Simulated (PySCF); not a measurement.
**C4H11BClSi (SMILES CB[CH][SiH2]CCCl) (doublet): density, localisation and related maps**

```xyz
18

C     3.2933   -0.0381   -0.5045
B     2.3438    1.1285   -0.0095
C     0.9043    0.8913    0.3429
Si   -0.2561   -0.2755   -0.5349
C    -2.0335    0.0940    0.0581
C    -3.0346   -0.8129   -0.6101
Cl   -4.7113   -0.4388   -0.0888
H     2.7750   -0.9830   -0.6395
H     4.1080   -0.2020    0.1990
H     3.7628    0.2363   -1.4477
H     2.7975    2.2113    0.0655
H     0.4638    1.4452    1.1645
H    -0.1931   -0.1180   -1.9959
H     0.0566   -1.6798   -0.2096
H    -2.1043   -0.0284    1.1400
H    -2.2915    1.1317   -0.1575
H    -3.0237   -0.6970   -1.6932
H    -2.8659   -1.8584   -0.3552
```

Geometry: GFN2-xTB.

The calculation used PySCF 2.14.0, density-fitted response routines, UKS B3LYP, pcH-1 on B C Cl H Si, non-relativistic, mean-field spin-orbit, GIAO.

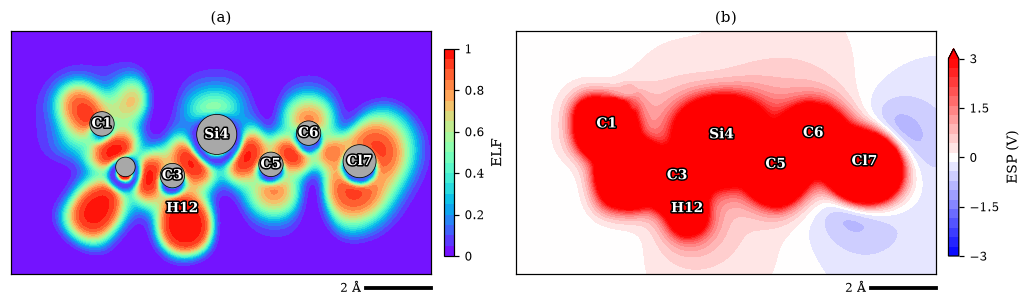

Figure 1. (a) electron localisation function; (b) molecular electrostatic potential on the plane of atoms C5, C6 and Cl7. Grey discs cover the atomic cores in the ELF map.

Question: What does the map show?

Answer: The section cuts through C, Si, Cl and H sites. C–C (1.51 Å): the ELF peaks at about 0.90 between the atoms (a covalent bond). C–Cl (1.80 Å): the ELF peaks at about 0.80 between the atoms, as expected for a covalent bond. C–Si (1.87 Å): the ELF peaks at about 0.95 between the atoms; a shared electron pair. C–H (1.08 Å): the ELF climbs to about 1 towards the hydrogen, as it does in any bond to H. C–Si (1.91 Å): the ELF peaks at about 0.95 between the atoms; a covalent bond. The ELF also peaks beside Cl7, away from the bonds: non-bonding electrons, paired or unpaired. Outside the dense part of the molecule the potential is most negative (−0.8 V) near Cl7.

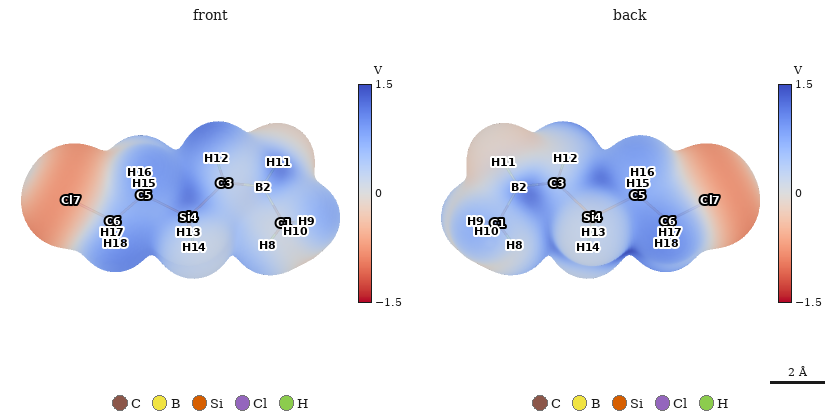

Figure 2. The molecular electrostatic potential painted on the density surface at 0.002 e/bohr³, seen from the front and from behind; the colour scale runs from red (negative) to blue (positive).

Question: Where is the surface potential most negative and most positive?

Answer: The most negative region (about −0.8 V) lies over Cl7, the most positive (about +1.3 V) over Si4.
